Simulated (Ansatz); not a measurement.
Band structure of AlN (P6_3mc, 4 atoms in the cell).

```xyz
4
Lattice="3.0932 0.0000 0.0000 -1.5466 2.6788 0.0000 0.0000 0.0000 4.9603" Properties=species:S:1:pos:R:3 pbc="T T T"
Al     1.5466     0.8929     2.4766
Al     0.0000     1.7859     4.9567
N      1.5466     0.8929     4.3686
N      0.0000     1.7859     1.8884
```

Computed with PBE (plane waves, PAW; Ansatz, a quantum-chemistry and plane-wave program).

Settings: kpoints.mp_grid.grid = 6 6 4; hamiltonian.xc = pbe; hamiltonian.pseudopotentials = {kind: paw} (the program's default PAW files); scf.occupations.method = fermi_dirac; scf.occupations.width = 0.02 eV; kpoints.band_path.npoints = 8.

The starting cell comes from a database of computed structures (which also holds hypothetical and non-ambient phases and stackings), without a prior relaxation at this level. Its lattice was rescaled by a random factor within 2.5 % of one.

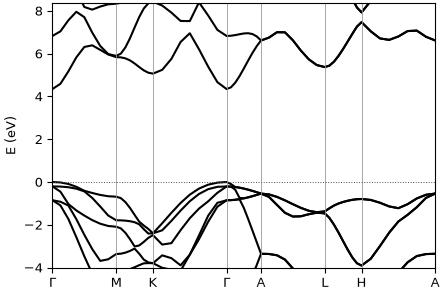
Figure. Bands along the path, energies from the top of the valence band on the path.

### Question
Read off roughly the gap and where its edges lie.

### Answer
The gap along the path is about 4.3 eV (computed: 4.35 eV), direct at Γ to within 0.01 eV.

Levels in eV from the top of the valence band on the path, bands 5 to 11:
| point | 5 | 6 | 7 | 8 | 9 | 10 | 11 |
|---|---|---|---|---|---|---|---|
| Γ | -0.85 | -0.21 | -0.21 | 0.00 | 4.35 | 6.83 | 10.74 |
| M | -3.37 | -2.09 | -1.79 | -0.69 | 5.84 | 5.90 | 8.33 |
| K | -3.79 | -2.48 | -2.40 | -2.40 | 5.07 | 8.43 | 9.77 |
| A | -0.54 | -0.54 | -0.54 | -0.54 | 6.62 | 6.62 | 10.47 |
| L | -1.46 | -1.46 | -1.37 | -1.37 | 5.37 | 5.37 | 9.37 |
| H | -3.90 | -3.90 | -0.79 | -0.79 | 7.47 | 7.47 | 7.93 |

Keys are those of Ansatz 0.2.
